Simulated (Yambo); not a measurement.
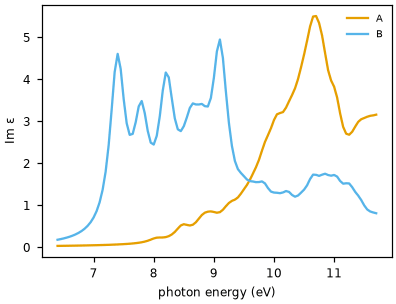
Figure. Two computed absorption spectra of RbCl (CsCl type, space group Pm-3m, No. 221) under isotropic strain of -0.7 % on all lattice vectors (Yambo, PBEsol bands with the same scissor, field along x)

Problem. Which curve includes the electron-hole attraction (BSE)?

Solution. Curve B: the attraction moves weight to lower energy (centre of the plotted range 8.9 eV against 10.4 eV). Settings: 8×8×8 mesh, 3 valence and 3 conduction bands, static screening with 29 bands and a 4 Ry block, scissor 2.92 eV, Tamm-Dancoff. The scissor comes from a G0W0 run whose convergence isn't established. Broadening 0.15 eV. The band window holds all transitions up to 11.7 eV. On this mesh the peak heights and the fine structure are mesh artefacts; only the shift of weight is robust.

Geometry strained from the cell relaxed with PBEsol, atoms relaxed again; primitive cell a = b = c = 3.859 Å, α = β = γ = 90.00°.

This is not the ordinary phase of the substance.
